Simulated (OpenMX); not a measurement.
```xyz
2
Lattice="3.1648 0.0000 0.0000 0.0000 3.1648 0.0000 0.0000 0.0000 3.1648" Properties=species:S:1:pos:R:3 pbc="T T T"
Ru    0.0000    0.0000    0.0000
Au    1.5824    1.5824    1.5824
```

Space group Pm-3m; a generated structure, not necessarily the stable one; computed pressure about −11 GPa in this cell.

Computed with Kohn-Sham DFT of a periodic cell, LDA, OpenMX 2013 LDA set (OpenMX 3.8.5).

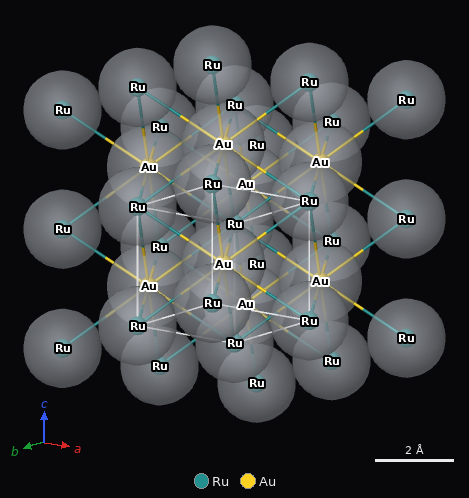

RuAu. Isosurface of the valence charge density (pseudo) at 0.6 e/Å³ (grey), seen at an oblique angle. Sticks mark near contacts.

What does this surface tell about the bonding?

At this value the density breaks into separate islands; it holds about 80 % of the electrons treated as valence. It bridges none of the near contacts. It is pinched off along the sampled Ru–Au (2.74 Å) contacts. On the grid the lowest density along these lines, outside the cores, is 0.35 e/Å³ (Ru–Au, 2.74 Å).
